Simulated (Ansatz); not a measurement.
```yaml
atoms:
  - { symbol: O, position_ang: [0.2592, 1.1208, 1.2373] }
  - { symbol: Zr, position_ang: [-0.0424, -0.4081, 0.1551] }
  - { symbol: O, position_ang: [0.4433, -0.0759, -1.6488] }
  - { symbol: F, position_ang: [1.0207, -1.8402, 0.8165] }
  - { symbol: I, position_ang: [-2.7043, -1.0796, 0.2638] }
  - { symbol: H, position_ang: [0.4101, 1.9685, 1.6458] }
  - { symbol: H, position_ang: [0.6747, 0.2463, -2.5153] }
```

Geometry: PBE0-D4/def2-TZVP; core potentials replace the inner electrons of Zr and I.

The calculation used RKS PBE0-D4/def2-TZVPP in Ansatz 0.2.0.

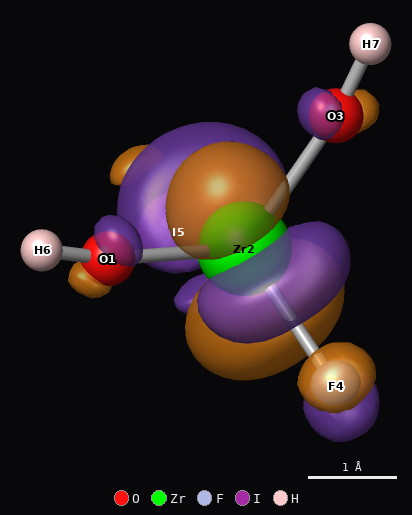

FH$_{2}$IO$_{2}$Zr (SMILES [OH][Zr]([OH])([F])[I]). The LUMO at ±0.15 Å⁻³ᐟ² (orange and purple are the two phases), seen at an oblique angle.

What is the character of this orbital?

It lies mainly on Zr2 (about 70 %), I5 (about 15 %) and F4 (about 10 %). Its energy is −1.01 eV.
